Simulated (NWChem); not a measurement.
**C3N2 (SMILES N#C[C]C#N): levels of theory compared**

Wanted: a comparison of 5 runs (UHF/def2-SVP, UTPSS/3-21G, UB3LYP/6-31G*, UPBE0/def2-SVP, UMP2/6-31G*) of C3N2. 

The results are computed with NWChem 7.3.0.

### Step 1. The system as given

The species is C3N2 (5 atoms), meant as a triplet with charge 0. SMILES: `N#C[C]C#N`. The shape is that of a GFN2-xTB optimisation.

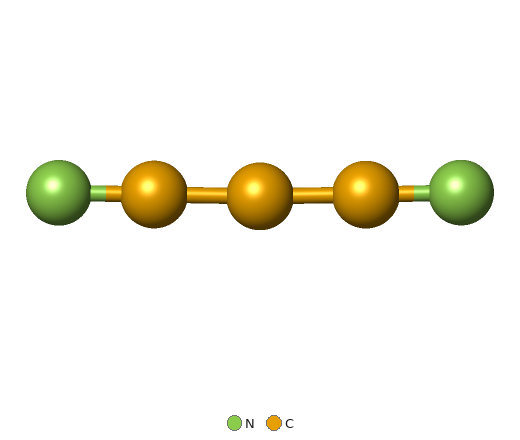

The structure, seen from a chosen angle (nitrogen green, carbon amber).

### Step 2. Energy and forces at UHF/def2-SVP (run 1)

The input, run.py:

```python
from ase import Atoms
from ase.calculators.nwchem import NWChem

atoms = Atoms(['N', 'C', 'C', 'C', 'N'], positions=[
    [1.532090, -0.692390, 1.823170],
    [0.795650, -0.360720, 0.970750],
    [-0.020320, 0.001870, 0.017360],
    [-0.802850, 0.361180, -0.964270],
    [-1.504560, 0.690070, -1.847020],
])

calc = NWChem(
    label='sp',
    theory='scf',
    memory='2200 mb',
    basis='def2-SVP',
    basispar='spherical bse',
    scf={'nopen': '2', 'uhf': None, 'thresh': '1e-08', 'maxiter': '80'},
)
atoms.calc = calc

forces = atoms.get_forces()
print("Total energy (eV):", round(atoms.get_potential_energy(), 6))
print("forces (eV/A):")
for s, f in zip(atoms.symbols, forces):
    print(f"{s:2s} {f[0]:10.5f} {f[1]:10.5f} {f[2]:10.5f}")
```

Run with:

```
$ export ASE_NWCHEM_COMMAND="nwchem PREFIX.nwi > PREFIX.nwo"
$ python run.py
```

Standard output:

```text
Total energy (eV): -6047.52388
forces (eV/A):
N     1.00957   -0.44974    1.19700
C    -0.22919    0.09472   -0.28956
C    -0.02257   -0.00159    0.03862
C     0.21623   -0.08572    0.25937
N    -0.97404    0.44238   -1.20549
```

The calculator wrote sp.nwi:

```
title "sp"

permanent_dir sp

scratch_dir sp

start sp

geometry units angstrom nocenter noautosym noautoz
  N  1.5320900000000000e+00 -6.9238999999999995e-01 1.8231700000000000e+00
  C  7.9564999999999997e-01 -3.6071999999999999e-01 9.7075000000000000e-01
  C  -2.0320000000000001e-02 1.8699999999999999e-03 1.7360000000000000e-02
  C  -8.0284999999999995e-01 3.6118000000000000e-01 -9.6426999999999996e-01
  N  -1.5045599999999999e+00 6.9006999999999996e-01 -1.8470200000000001e+00
end

memory 2200 mb

basis spherical bse noprint
   * library def2-SVP
end

scf
  nopen 2
  uhf
  thresh 1e-08
  maxiter 80
end

task scf gradient
```

sp.nwo:

```text
Northwest Computational Chemistry Package (NWChem) 7.3.0
             --------------------------------------------------------

           Job information
           ---------------

    nwchem branch   = 7.3.0
    use scalapack   = T
    input           = sp.nwi
    prefix          = sp.
    data base       = sp/sp.db
    status          = startup
    nproc           =        1

           Memory information
           ------------------

    heap     =     72089596 doubles =      550.0 Mbytes
    stack    =     72089601 doubles =      550.0 Mbytes
    global   =    144179200 doubles =     1100.0 Mbytes (distinct from heap & stack)
    total    =    288358397 doubles =     2200.0 Mbytes
    verify   = yes
    hardfail = no

[... 36 lines left out ...]
            Nuclear Dipole moment (a.u.)
[... 75 lines left out ...]
 1-e energy   =    -514.355172
[... 7 lines left out ...]
         Quadratically convergent UHF
[... 16 lines left out ...]
       Final UHF  results
[... 3 lines left out ...]
      One electron energy =   -515.341212501583
[... 1 line left out ...]
 Nuclear repulsion energy =    109.204513463058
[... 39 lines left out ...]
          Final beta eigenvalues
[... 205 lines left out ...]
                     UHF Final Beta Molecular Orbital Analysis
[... 249 lines left out ...]
    atom               coordinates                        gradient
                 x          y          z           x          y          z
   1 N       2.895230  -1.308427   3.445292   -0.019633   0.008746  -0.023278
   2 C       1.503560  -0.681662   1.834452    0.004457  -0.001842   0.005631
   3 C      -0.038399   0.003534   0.032806    0.000439   0.000031  -0.000751
   4 C      -1.517167   0.682531  -1.822206   -0.004205   0.001667  -0.005044
   5 N      -2.843206   1.304043  -3.490362    0.018942  -0.008603   0.023443

                 ----------------------------------------
                 |  Time  |  1-e(secs)   |  2-e(secs)   |
                 ----------------------------------------
                 |  CPU   |       0.00   |       0.58   |
                 ----------------------------------------
                 |  WALL  |       0.00   |       0.58   |
                 ----------------------------------------

 Task  times  cpu:        6.3s     wall:        6.3s
 Total times  cpu:        6.3s     wall:        6.3s
```

It took 7.5 s on 1 thread of AMD EPYC 9R14 (Zen 4), shared host; peak memory 0.1 GiB.

### Step 3. Energy and gradient at UTPSS/3-21G (run 2)

The input, mymol.xyz:

```xyz
5
C3N2
N      1.532090    -0.692390     1.823170
C      0.795650    -0.360720     0.970750
C     -0.020320     0.001870     0.017360
C     -0.802850     0.361180    -0.964270
N     -1.504560     0.690070    -1.847020
```

The input, run.py:

```python
from ase.io import read
from ase.calculators.nwchem import NWChem

molecule = read('mymol.xyz')

calc = NWChem(
    label='mymol',
    theory='dft',
    memory='2200 mb',
    basis='3-21G',
    basispar='spherical bse',
    dft={'xc': 'xtpss03 ctpss03', 'mult': '3', 'grid': 'xfine', 'convergence': 'energy 1e-08', 'iterations': '100', 'mulliken': None},
)
molecule.calc = calc

forces = molecule.get_forces()
print(f"energy = {molecule.get_potential_energy():.6f} eV")
print("forces (eV/A):")
for s, f in zip(molecule.symbols, forces):
    print(f"{s:2s} {f[0]:10.5f} {f[1]:10.5f} {f[2]:10.5f}")
```

Run with:

```
$ export ASE_NWCHEM_COMMAND="nwchem PREFIX.nwi > PREFIX.nwo"
$ python run.py
```

Standard output:

```text
energy = -6054.224530 eV
forces (eV/A):
N     2.19053   -0.96936    2.54755
C    -1.84698    0.78825   -2.08110
C     0.06767   -0.01178   -0.03594
C     1.66073   -0.75873    2.18276
N    -2.07195    0.95157   -2.61332
```

The calculator wrote mymol.nwi:

```
title "mymol"

permanent_dir mymol

scratch_dir mymol

start mymol

geometry units angstrom nocenter noautosym noautoz
  N  1.5320900000000000e+00 -6.9238999999999995e-01 1.8231700000000000e+00
  C  7.9564999999999997e-01 -3.6071999999999999e-01 9.7075000000000000e-01
  C  -2.0320000000000001e-02 1.8699999999999999e-03 1.7360000000000000e-02
  C  -8.0284999999999995e-01 3.6118000000000000e-01 -9.6426999999999996e-01
  N  -1.5045599999999999e+00 6.9006999999999996e-01 -1.8470200000000001e+00
end

memory 2200 mb

basis spherical bse noprint
   * library 3-21G
end

dft
  xc xtpss03 ctpss03
  mult 3
  grid xfine
  convergence energy 1e-08
  iterations 100
  mulliken
end

task dft gradient
```

mymol.nwo:

```text
Northwest Computational Chemistry Package (NWChem) 7.3.0
             --------------------------------------------------------

           Job information
           ---------------

    nwchem branch   = 7.3.0
    use scalapack   = T
    input           = mymol.nwi
    prefix          = mymol.
    data base       = mymol/mymol.db
    status          = startup
    nproc           =        1

           Memory information
           ------------------

    heap     =     72089596 doubles =      550.0 Mbytes
    stack    =     72089601 doubles =      550.0 Mbytes
    global   =    144179200 doubles =     1100.0 Mbytes (distinct from heap & stack)
    total    =    288358397 doubles =     2200.0 Mbytes
    verify   = yes
    hardfail = no

[... 109 lines left out ...]
          Convergence on energy requested:  1.00D-08
[... 21 lines left out ...]
          Convergence Information
[... 30 lines left out ...]
 1-e energy   =    -513.673829
[... 68 lines left out ...]
      One electron energy =     -514.590325351097
[... 8 lines left out ...]
                    DFT Final Alpha Molecular Orbital Analysis
[... 757 lines left out ...]
          Convergence on gradient requested:  5.00D-04
[... 22 lines left out ...]
          total energy or number of iterations.
[... 28 lines left out ...]
    atom               coordinates                        gradient
                 x          y          z           x          y          z
   1 N       2.895230  -1.308427   3.445292   -0.042599   0.018851  -0.049542
   2 C       1.503560  -0.681662   1.834452    0.035918  -0.015329   0.040471
   3 C      -0.038399   0.003534   0.032806   -0.001316   0.000229   0.000699
   4 C      -1.517167   0.682531  -1.822206   -0.032296   0.014755  -0.042448
   5 N      -2.843206   1.304043  -3.490362    0.040293  -0.018505   0.050821

                 ----------------------------------------
                 |  Time  |  1-e(secs)   |  2-e(secs)   |
                 ----------------------------------------
                 |  CPU   |       0.00   |       0.09   |
                 ----------------------------------------
                 |  WALL  |       0.00   |       0.09   |
                 ----------------------------------------

 Task  times  cpu:       14.2s     wall:       14.2s
 Total times  cpu:       14.3s     wall:       14.3s
```

It took 16 s on 1 thread of AMD EPYC 9R14 (Zen 4), shared host; peak memory 0.12 GiB.

Runs 3 to 4 aren't shown in full; the table further down has their settings and results.

### Step 4. Energy and gradient at UMP2/6-31G(d) (spherical functions) (run 5)

The input, c3n2.xyz:

```xyz
5

N      1.532090    -0.692390     1.823170
C      0.795650    -0.360720     0.970750
C     -0.020320     0.001870     0.017360
C     -0.802850     0.361180    -0.964270
N     -1.504560     0.690070    -1.847020
```

The input, c3n2.nw:

```
start c3n2
memory 2200 mb

geometry units angstrom noautosym nocenter noautoz
 load c3n2.xyz
end

basis spherical bse
 * library 6-31G*
end

scf
 nopen 2
 uhf
 thresh 1e-08
 maxiter 80
end

mp2
 freeze core 5
 tight
end

task mp2 gradient
```

Run with:

```
$ nwchem c3n2.nw > c3n2.out
```

Standard output:

```text
[...]
  functions       =    70
[...]
  wavefunction    = UHF
[...]
         Total SCF energy =   -222.422029874039
      One electron energy =   -515.714036509247
      Two electron energy =    184.087493172150
 Nuclear repulsion energy =    109.204513463059
                       Sz =      1.0000
                 Sz(Sz+1) =      2.0000
                      S^2 =      2.6781
[...]
          Total MP2 energy          -222.973992992831
[...]
                         mp2 ENERGY GRADIENTS
    atom               coordinates                        gradient
                 x          y          z           x          y          z
   1 N       2.895230  -1.308427   3.445292    0.011502  -0.005335   0.012589
   2 C       1.503560  -0.681662   1.834452   -0.028805   0.013239  -0.032568
   3 C      -0.038399   0.003534   0.032806    0.000738  -0.000030  -0.000796
   4 C      -1.517167   0.682531  -1.822206    0.027097  -0.013196   0.034500
   5 N      -2.843206   1.304043  -3.490362   -0.010532   0.005322  -0.013726
[...]
```

It took 19 s on 1 thread of AMD EPYC 9R14 (Zen 4), shared host; peak memory 0.19 GiB.

### Step 5. The series

```tsv
run	level	iteration cap	module	energy (Eh)	dipole moment (D)	HOMO energy (eV)	LUMO energy (eV)	wall time
1	UHF/def2-SVP	80	scf	-222.242405	0.07	-12.80	0.51	7.5 s
2	UTPSS/3-21G	100	dft	-222.488650	0.05	-7.17	-5.25	16 s
3	UB3LYP/6-31G* (spherical functions)	100	dft	-223.670101	0.07	-8.12	-4.77	21 s
4	UPBE0/def2-SVP	100	dft	-223.242247	0.06	-8.69	-4.67	20 s
5	UMP2/6-31G* (spherical functions)	80	mp2	-222.973993	0.07	-12.64	0.71	19 s
```

### Step 6. Summary of results

```
                                                         quantity          value
                                              run 5: total energy  -222.97399 Eh
   run 5: dipole moment (of the density that the program reports)         0.07 D
run 5: HOMO energy (Hartree–Fock orbitals) (highest over α and β)      -12.64 eV
 run 5: LUMO energy (Hartree–Fock orbitals) (lowest over α and β)        0.71 eV
               run 5: correlation energy (5 core orbitals frozen)     -552.0 mEh
                         run 5: ⟨S²⟩ of the reference determinant          2.678
                                  run 5: largest force on an atom     2.356 eV/Å
```

**Reading.** The dipole moment (its size) runs from 0.05 D (UTPSS/3-21G) to 0.07 D (UMP2/6-31G*). The two ends differ in method and basis. Totals of different functionals can't be ranked against each other. Spin contamination of the reference: run 5 ⟨S²⟩ = 2.68, run 1 ⟨S²⟩ = 2.67. Where it is this large, the reference is a mixture of spin states, and values that rest on it are in doubt. All runs together took 82 s, the longest 21 s.
